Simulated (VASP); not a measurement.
Band structure of LiH (rock salt). Calculation: PBE GGA with D4 dispersion, VASP's PBE PAW potentials (set 64) (plane waves; VASP).

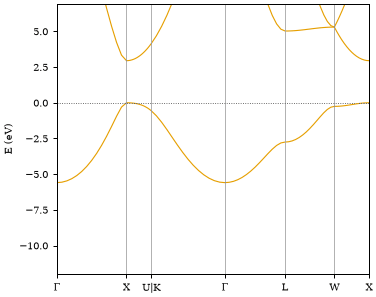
Figure. Bands along high-symmetry lines, zero at the valence-band maximum or, without a gap, the Fermi level

Read the plot: is there a gap, and where are the band edges?

The gap is direct, 2.95 eV, from the valence maximum at X to the conduction minimum at X. (Edges off the drawn lines would not show.)

The compound is LiH in the rock salt structure. It was relaxed first, which changed the volume by -9 %.
